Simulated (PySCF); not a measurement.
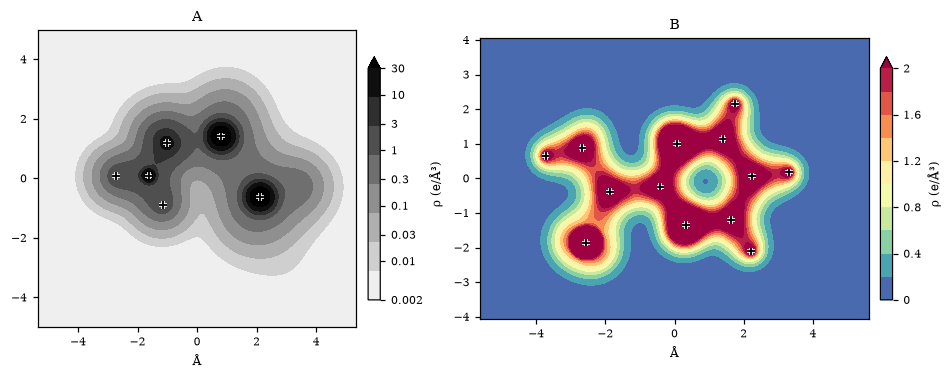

The electron density of 2 systems, each on a plane through atoms (crosses mark nuclei in the plane).

Theory: PBE0/def2-SVPD, SCF density, gas phase (PySCF 2.14.0).

System 1: C6H6N2S (SMILES CC(=S)c1ncccn1), the plane of atoms N5, C4 and N9. Geometry: GFN2-xTB.

```xyz
15

C     2.5152    0.3988   -0.3461
C     1.5602   -0.7302   -0.2009
S     2.0371   -2.2867   -0.2410
C     0.1509   -0.3868   -0.0164
N    -0.7257   -1.3773    0.1181
C    -1.9909   -1.0522    0.2834
C    -2.4162    0.2708    0.3187
C    -1.4239    1.2311    0.1705
N    -0.1552    0.9118    0.0051
H     3.5282    0.0279   -0.4749
H     2.2308    1.0138   -1.1997
H     2.4618    1.0406    0.5331
H    -2.6802   -1.8800    0.3906
H    -3.4516    0.5352    0.4528
H    -1.6449    2.2913    0.1849
```

System 2: CH9Ge2NSi, the plane of atoms N2, Ge3 and Ge4. Geometry: GFN2-xTB.

```
atom    x (Å)    y (Å)    z (Å)
   C   2.2389  -1.3433   0.0562
   N   2.2287  -0.5870  -0.9371
  Ge   1.0413   0.7852  -1.2499
  Ge  -0.6582   1.1122   0.4433
  Si  -2.4188  -0.4277   0.6483
   H   1.5309  -1.2881   0.8973
   H   2.9921  -2.1252   0.1307
   H   1.9746   1.9425  -1.5218
   H   0.5117   0.4091  -2.6167
   H   0.0870   1.2820   1.7584
   H  -1.1546   2.5315   0.2649
   H  -1.8810  -1.7576   0.9475
   H  -3.3236  -0.0346   1.7274
   H  -3.1696  -0.4994  -0.6055
```

**Which map belongs to which system?**

Panel A is system 2, CH9Ge2NSi: the plane holds C, N, Ge and H. C–N (1.25 Å): ρ is about 2.9 e/Å³ halfway. Panel B is system 1, C6H6N2S: the plane holds C, S, N and H. C–N (1.32 Å): ρ at the midpoint is about 2.6 e/Å³.
